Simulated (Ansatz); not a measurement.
Electronic density of states of amorphous In₉Ga₉Zn₉O₃₇Na₂, density 5.73 g/cm³, on a 2×2×2 Γ-centred mesh with a Gaussian width of 0.1 eV; energies count from the Fermi level, whose place inside the gap is arbitrary. Cell and mesh are small, so fine structure isn't converged. Computed with PBE, scalar-relativistic without spin-orbit coupling (plane waves to 420 eV, PAW; Ansatz, a program for electronic structure). Sampling: a 2×2×2 Γ-centred mesh; Fermi-Dirac width 0.02 eV; no spin polarisation. At PBE the levels at the filled edge of the gap are localised (band-tail or defect states).

A CHGNet melt-quench gave the starting glass, which DFT then relaxed. O atoms were pushed apart under 1.9 Å during the dynamics, to hinder bonds among them. The hot cell started wider than the set density and was brought back towards it in steps. It is the lowest in DFT energy of 2 quenches. It is a model cell: composition and starting density were chosen by hand, and all elements were melted together. No dispersion term was used. Its density started from a set value of 5.73 and ended at 5.73 g/cm³. Cooling (nominally 210 K/ps over its main leg) ran many orders faster than in experiment, which tends to leave more defects and strain. One small periodic cell is one sample of the glass; other quenches scatter about these values. The volume was held where the preparation left it and the shape relaxed, at a PBE pressure of 1.8 GPa. Stress components on the final sampling reach 2.1 GPa.

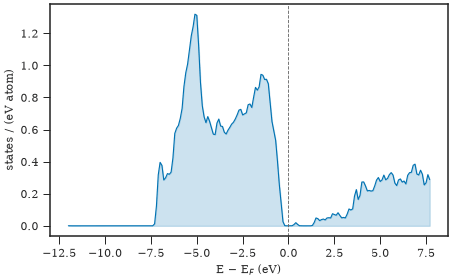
Fig. 1. Density of states per atom

The level gap on this mesh is 0.83 eV; the broadening fills part of it in the curve.
